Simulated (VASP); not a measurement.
Band structure of ZrPbO$_{3}$ (space group Pm-3m). Calculation: r2SCAN meta-GGA, VASP's PBE PAW potentials (set 64) (plane waves; VASP).

Unless said otherwise, spin-orbit coupling is left out, though it shifts the bands of the heavy elements here.

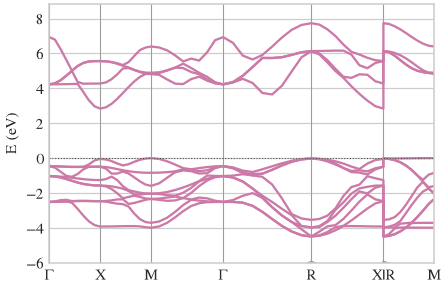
Bands along high-symmetry lines, zero at the valence-band maximum or, without a gap, the Fermi level

**Question.** Read the plot: is there a gap, and where are the band edges?

**Answer.** The gap is indirect, 2.84 eV, from the valence maximum at M to the conduction minimum at X.

The structure comes from a computed database's ZrPbO3 entry (Pm-3m); how it stands against other phases isn't given here. It was relaxed first.
